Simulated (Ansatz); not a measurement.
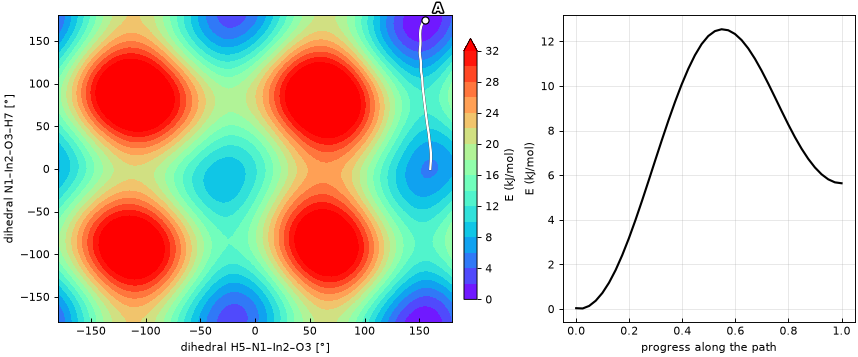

H₄InNOS, SMILES [NH2][In]([OH])[SH]. The first coordinate is: dihedral H5–N1–In2–O3; the second: dihedral N1–In2–O3–H7. Nothing is relaxed (all other coordinates rigid). The scan uses a 12 × 12 grid. All energies are given in kJ/mol relative to the relaxed molecule at the same level. Computed with RKS SPW92 (LDA)/def2-TZVP in Ansatz.

In the figure: filled contours, a line along the lowest path, one colour for all values above the top of the scale, the energy along the path at the right, the start A. Between grid points the surface is interpolated.

### Describe the path and its barrier.

The easiest path leads from the well at dihedral H5–N1–In2–O3 = 150°, dihedral N1–In2–O3–H7 = −180° to the well at about dihedral H5–N1–In2–O3 = 160°, dihedral N1–In2–O3–H7 = 0°, about 5.6 kJ/mol higher. Its highest point lies about 13 kJ/mol above the bottom of the first well on the interpolated surface, at about dihedral H5–N1–In2–O3 = 155°, dihedral N1–In2–O3–H7 = 80°. Seen from the upper well the barrier is about 6.9 kJ/mol. The start is the relaxed structure and all else is held, so a fully relaxed path at this level can only be lower.
